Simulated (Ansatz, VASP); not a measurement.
# Ni2SeS in two plane-wave programs

Aim: how closely do two programs agree when they are given the same cell, functional and k mesh? The cell is invented: As first built, before any earlier steps moved the atoms (in the runner's words): it takes the MgS structure with some of its atoms replaced by other elements, volume scaled by an estimate. It may not be a known or stable phase. The cell is taken from a series of VASP runs on this material, whose earlier steps may have relaxed, scaled or displaced it; both programs get it as it stands. Other levels of theory on this material are compared in a session of their own. Valence electrons are named where the data sets of a main pair hold unlike numbers.

Calculated with Ansatz 0.2.0; plane waves, with VASP 6.6.1 beside it; band structure at revPBE with D4, spin-orbit coupling.

**1. The starting structure**

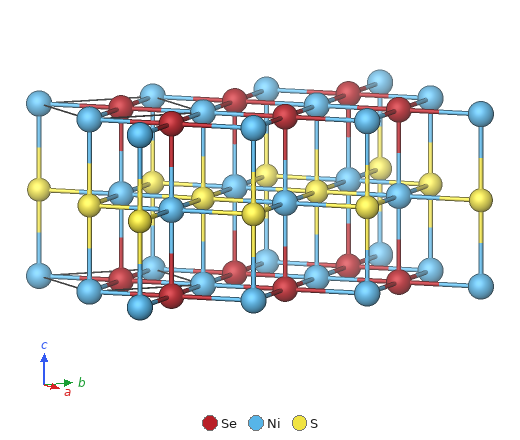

Start, viewed slightly off an axis; selenium red, nickel blue, sulfur yellow. 2×3×1 cells are drawn. Some periodic images of atoms are drawn too.

**2. VASP: band structure, revPBE with D4, spin-orbit coupling**

A single point gives forces, pressure and levels at one fixed geometry, so differences don't come from the geometry; what else differs is listed under the comparison.

Lines of VASP's logs that name or quote its potential files are left out, and so is its time.

File INCAR:

```
SYSTEM = Ni2SeS
PREC = Accurate
ENCUT = 400
EDIFF = 1E-06
NELM = 100
ISMEAR = 0
SIGMA = 0.05
LREAL = .FALSE.
ALGO = Normal
GGA = RE
IVDW = 13
LNONCOLLINEAR = .TRUE.
MAGMOM = 0 0 0.013 0 0 0.026 0 0 0.066 0 0 0.007
NBANDS = 44
GGA_COMPAT = .FALSE.
LASPH = .TRUE.
LSORBIT = .TRUE.
LORBMOM = .TRUE.
ISYM = -1
LMAXMIX = 4
LORBIT = 11
LWAVE = .FALSE.
LCHARG = .FALSE.
KPAR = 2
```

File POSCAR:

```
Ni2SeS
1.0
    3.3978552123      0.0000000000      0.0000000000
    0.0000000000      3.3978552123      0.0000000000
    0.0000000000      0.0000000000      4.7540606847
Se Ni S
1 2 1
Direct
    0.5000000000      0.5000000000      0.0000000000
    0.5000000000      0.5000000000      0.5000000000
    0.0000000000      0.0000000000      0.0000000000
    0.0000000000      0.0000000000      0.5000000000
```

File KPOINTS:

```
Automatic mesh
0
Gamma
5 5 4
0 0 0
```

File KPOINTS_OPT:

```
Line mode
16
Line-mode
Reciprocal
  0.00000000   0.00000000   0.00000000 GAMMA
  0.00000000   0.50000000   0.00000000 X

  0.00000000   0.50000000   0.00000000 X
  0.50000000   0.50000000   0.00000000 M

  0.50000000   0.50000000   0.00000000 M
  0.00000000   0.00000000   0.00000000 GAMMA

  0.00000000   0.00000000   0.00000000 GAMMA
  0.00000000   0.00000000   0.50000000 Z

  0.00000000   0.00000000   0.50000000 Z
  0.00000000   0.50000000   0.50000000 R

  0.00000000   0.50000000   0.50000000 R
  0.50000000   0.50000000   0.50000000 A

  0.50000000   0.50000000   0.50000000 A
  0.00000000   0.00000000   0.50000000 Z

  0.00000000   0.50000000   0.00000000 X
  0.00000000   0.50000000   0.50000000 R

  0.50000000   0.50000000   0.00000000 M
  0.50000000   0.50000000   0.50000000 A
```

The projector-augmented-wave data sets are Se, Ni and S (PBE family, release 64).

Launch:

```console
$ mpirun -np 2 vasp_ncl
```

Numbers of over 12 decimals in the logs are rounded to 6 here.

The log of the run:

```text
[banner, memory and clock lines left out]
running    2 mpi-ranks, on    1 nodes
 distrk:  each k-point on    1 cores,    2 groups
 distr:  one band on    1 cores,    1 groups

 POSCAR found type information on POSCAR SeNiS
 POSCAR found :  3 types and       4 ions
|                                                                             |
|               ----> ADVICE to this user running VASP <----                  |
|                                                                             |
|     You enforced a specific xc type in the INCAR file but a different       |
|     [... a line on the potential file left out ...]
|     I HOPE YOU KNOW WHAT YOU ARE DOING!                                     |
|                                                                             |

 LDA part: xc-table for (Slater+PW92), standard interpolation
 POSCAR, INCAR and KPOINTS ok, starting setup
 FFT: planning ... GRIDC
 FFT: planning ... GRID_SOFT
 FFT: planning ... GRID
 WAVECAR not read
 entering main loop
       N       E                     dE             d eps       ncg     rms          rms(c)
DAV:   1     0.236503485458E+03    0.23650E+03   -0.11594E+04  8800   0.139E+03
DAV:   2     0.697926398639E+01   -0.22952E+03   -0.21774E+03  8896   0.343E+02
DAV:   3    -0.180923742765E+02   -0.25072E+02   -0.23527E+02  9884   0.124E+02
DAV:   4    -0.192176727824E+02   -0.11253E+01   -0.11133E+01 10736   0.258E+01
DAV:   5    -0.192543115874E+02   -0.36639E-01   -0.36590E-01 10984   0.464E+00    0.165E+01
DAV:   6    -0.206029080344E+02   -0.13486E+01   -0.25686E+01 11160   0.911E+01    0.196E+01
DAV:   7    -0.174188142308E+02    0.31841E+01   -0.88043E+00 10096   0.703E+01    0.625E+00
DAV:   8    -0.175517925364E+02   -0.13298E+00   -0.14428E+00 10800   0.774E+00    0.218E+00
DAV:   9    -0.176259192052E+02   -0.74127E-01   -0.73124E-01 12128   0.168E+01    0.415E+00
DAV:  10    -0.175145816682E+02    0.11134E+00   -0.34787E-01 11968   0.128E+01    0.497E-01
DAV:  11    -0.175167558171E+02   -0.21741E-02   -0.23756E-02 11120   0.151E+00    0.289E-01
DAV:  12    -0.175168293400E+02   -0.73523E-04   -0.22745E-03 12320   0.589E-01    0.113E-01
DAV:  13    -0.175169446217E+02   -0.11528E-03   -0.34653E-04 12320   0.220E-01    0.730E-02
DAV:  14    -0.175169980073E+02   -0.53386E-04   -0.18057E-04 13352   0.153E-01    0.560E-02
[...]
DAV:  19    -0.175171485484E+02   -0.91075E-04   -0.14194E-03 12140   0.585E-01    0.578E-02
DAV:  20    -0.175172137217E+02   -0.65173E-04   -0.96142E-04 13588   0.447E-01    0.619E-02
DAV:  21    -0.175172538342E+02   -0.40112E-04   -0.14602E-04 12944   0.153E-01    0.480E-02
DAV:  22    -0.175172626098E+02   -0.87757E-05   -0.27945E-05 10424   0.705E-02    0.274E-02
DAV:  23    -0.175172772405E+02   -0.14631E-04   -0.33162E-05 12128   0.898E-02    0.252E-02
DAV:  24    -0.175172681226E+02    0.91179E-05   -0.23833E-05 11820   0.733E-02    0.192E-02
DAV:  25    -0.175172687619E+02   -0.63937E-06   -0.14893E-05 11148   0.659E-02    0.105E-02
DAV:  26    -0.175172693057E+02   -0.54378E-06   -0.65372E-06  9128   0.391E-02
   1 F= -.21086447E+02 E0= -.21083886E+02  d E =-.512130E-02  mag=    -0.0014     0.0015     0.2473
 Start KPOINTS_OPT (optional k-point list driver)
k-point batch [1-100\144]
       N       E                     dE             ncg
DAV:   1     0.390326552171E+05   -0.23413E+05     8808
DAV:   2     0.166219590162E+05   -0.22411E+05     8896
DAV:   3     0.142521698585E+05   -0.23698E+04     9832
DAV:   4     0.141473436990E+05   -0.10483E+03    10280
DAV:   5     0.141443877984E+05   -0.29559E+01    11020
DAV:   6     0.141442685985E+05   -0.11920E+00    10604
DAV:   7     0.141442610624E+05   -0.75361E-02    12764
DAV:   8     0.141442609786E+05   -0.83789E-04     9220
DAV:   9     0.141442609745E+05   -0.40998E-05     6664
DAV:  10     0.141442609742E+05   -0.24637E-06     5880
k-point batch [101-144\144]
       N       E                     dE             ncg
DAV:   1     0.501421844744E+05   -0.23007E+05     3872
DAV:   2     0.403865851316E+05   -0.97556E+04     3936
DAV:   3     0.393594849200E+05   -0.10271E+04     4280
DAV:   4     0.393151699271E+05   -0.44315E+02     4456
DAV:   5     0.393138532707E+05   -0.13167E+01     4940
DAV:   6     0.393138048853E+05   -0.48385E-01     4840
DAV:   7     0.393138022416E+05   -0.26437E-02     5444
DAV:   8     0.393138022021E+05   -0.39518E-04     4000
DAV:   9     0.393138022001E+05   -0.20439E-05     2784
DAV:  10     0.393138021999E+05   -0.12287E-06     2440
```

From OUTCAR (step 2):

```text
ion  position               nearest neighbor table
   1  0.500  0.500  0.000-   2 2.38   2 2.38   3 2.40   3 2.40   3 2.40   3 2.40
   2  0.500  0.500  0.500-   1 2.38   1 2.38   4 2.40   4 2.40   4 2.40   4 2.40
   3  0.000  0.000  0.000-   4 2.38   4 2.38   1 2.40   1 2.40   1 2.40   1 2.40
   4  0.000  0.000  0.500-   3 2.38   3 2.38   2 2.40   2 2.40   2 2.40   2 2.40

 Found    100 irreducible k-points:

   k-points           NKPTS =    100   k-points in BZ     NKDIM =    100   number of bands    NBANDS=     44

   dimension x,y,z NGX =    24 NGY =   24 NGZ =   32
   dimension x,y,z NGXF=    48 NGYF=   48 NGZF=   64

   ENCUT  =  400.0 eV  29.40 Ry    5.42 a.u.   5.54  5.54  7.75*2*pi/ulx,y,z

   NELECT =      32.0000    total number of electrons

 k-points in reciprocal lattice and weights: Automatic mesh
   0.00000000  0.00000000  0.00000000       0.010
   0.20000000  0.00000000  0.00000000       0.010
   0.40000000  0.00000000  0.00000000       0.010
  -0.40000000  0.00000000  0.00000000       0.010
  -0.20000000  0.00000000  0.00000000       0.010
   0.00000000  0.20000000  0.00000000       0.010
   0.20000000  0.20000000  0.00000000       0.010
   0.40000000  0.20000000  0.00000000       0.010
  -0.40000000  0.20000000  0.00000000       0.010
[...]
-0.40000000 -0.20000000 -0.25000000       0.010
  -0.20000000 -0.20000000 -0.25000000       0.010

 average (electrostatic) potential at core
       1 -50.7459       2 -82.9210       3 -83.0183       4 -83.9141

 E-fermi :   8.5240

 k-point     1 :       0.0000    0.0000    0.0000
  band No.  band energies     occupation
    ...
     32       7.7828      1.00000
     33       7.8692      1.00000
     34       7.8707      1.00000
     35       7.9211      1.00000
     36       7.9463      1.00000
     37      10.2785      0.00000
     38      10.3132      0.00000
     39      13.4948      0.00000
     40      13.5187      0.00000
     41      14.9063      0.00000
    ...

 k-point     2 :       0.2000    0.0000    0.0000
  band No.  band energies     occupation
    ...
     30       7.7278      1.00000
     31       7.7608      1.00000
     32       7.8728      1.00000
     33       7.9156      1.00000
     34       7.9212      1.00000
     35       9.1254      0.00000
     36       9.1856      0.00000
     37      11.7793      0.00000
     38      11.8156      0.00000
     39      14.9703      0.00000
    ...

 k-point     3 :       0.4000    0.0000    0.0000
  band No.  band energies     occupation
    ...
     28       7.5870      1.00000
     29       7.6251      1.00000
     30       7.6736      1.00000
     31       7.8551      1.00000
     32       7.8983      1.00000
     33       9.4941      0.00000
     34       9.6503      0.00000
     35      10.5052      0.00000
     36      10.5610      0.00000
     37      13.2530      0.00000
    ...

  DFT-D4 for vdW energy calculation

  Edisp (eV):   -3.56918

  Total       0.25336     0.25337    -0.23054    -0.00002    -0.00000     0.00000
  in kB       7.39576     7.39589    -6.72959    -0.00047    -0.00002     0.00011
  external pressure =        2.69 kB  Pullay stress =        0.00 kB

  energy-cutoff  :      400.00
  volume of cell :       54.89
      direct lattice vectors                 reciprocal lattice vectors
     3.397855212  0.000000000  0.000000000     0.294303299  0.000000000  0.000000000
     0.000000000  3.397855212  0.000000000     0.000000000  0.294303299  0.000000000
     0.000000000  0.000000000  4.754060685     0.000000000  0.000000000  0.210346495

 POSITION                                       TOTAL-FORCE (eV/Angst)
 -----------------------------------------------------------------------------------
      1.69893      1.69893      0.00000        -0.000000     -0.000001     -0.000010
      1.69893      1.69893      2.37703        -0.000001     -0.000001     -0.000003
      0.00000      0.00000      0.00000        -0.000000     -0.000001      0.000001
      0.00000      0.00000      2.37703         0.000001      0.000003      0.000012
 -----------------------------------------------------------------------------------
    total drift:                                0.000002      0.000003      0.000016

  FREE ENERGIE OF THE ION-ELECTRON SYSTEM (eV)
  ---------------------------------------------------
  free  energy   TOTEN  =       -21.0864466634 eV

  energy  without entropy=      -21.0813253639  energy(sigma->0) =      -21.08388601

 orbital moment (x)

 # of ion     p       d       tot
 ----------------------------------------
  1         0.000   0.000   0.000
  2         0.000  -0.000  -0.000
  3        -0.000  -0.000  -0.000
  4        -0.000   0.000  -0.000
 ----------------------------------------
            0.000  -0.000  -0.000

 orbital moment (y)

 # of ion     p       d       tot
 ----------------------------------------
  1        -0.000  -0.000  -0.000
  2        -0.000   0.000   0.000
  3         0.000   0.000   0.000
  4         0.000   0.000   0.000
 ----------------------------------------
            0.000   0.000   0.000

 orbital moment (z)

 # of ion     p       d       tot
 ----------------------------------------
  1        -0.000   0.000  -0.000
  2        -0.000   0.019   0.019
  3         0.000  -0.002  -0.002
  4         0.001   0.000   0.001
 ----------------------------------------
            0.000   0.017   0.017

 Spin-Orbit-Coupling matrix elements
 Ion:    1  E_soc:     -0.0356875
 Ion:    2  E_soc:     -0.0182227
 Ion:    3  E_soc:     -0.0176219
 Ion:    4  E_soc:     -0.0011611

 total charge
# of ion       s       p       d       tot
------------------------------------------
    1        1.461   2.353   0.102   3.917
    2        0.413   0.416   8.416   9.245
    3        0.429   0.436   8.446   9.311
    4        1.349   2.308   0.000   3.656
--------------------------------------------------
tot          3.653   5.512  16.964  26.129

 magnetization (x)
# of ion       s       p       d       tot
------------------------------------------
    1       -0.000   0.000   0.000   0.000
    2       -0.000  -0.000  -0.001  -0.001
    3        0.000  -0.000  -0.000  -0.000
    4       -0.000  -0.000   0.000  -0.000
--------------------------------------------------
tot         -0.000  -0.000  -0.001  -0.001

 magnetization (y)
# of ion       s       p       d       tot
------------------------------------------
    1       -0.000  -0.000  -0.000  -0.000
    2        0.000   0.000   0.001   0.001
    3       -0.000  -0.000   0.000  -0.000
    4       -0.000   0.000   0.000   0.000
--------------------------------------------------
tot         -0.000   0.000   0.001   0.001

 magnetization (z)
# of ion       s       p       d       tot
------------------------------------------
    1        0.001  -0.004  -0.001  -0.004
    2        0.002   0.008   0.158   0.169
    3       -0.000  -0.000   0.026   0.025
    4        0.006   0.031   0.000   0.037
--------------------------------------------------
tot          0.009   0.035   0.183   0.227

[... 3 further parts left out ...]
```

The magnetic state follows from one typed start and may not be the lowest.

(Part 1 of 2 ends here.)

[Lines on the potential files, build, host, timing and source positions are cut from VASP's logs without a mark.]

[Logs are printed without paths, hosts, clocks, repeated set-up lines and the standing remarks that a program may print on its own settings, such as how far it seeks lower states.]

[Hosts, paths, dates, database ids (printed as entryN), source tags and the programs' standing remarks are cut or masked in the printed files.]
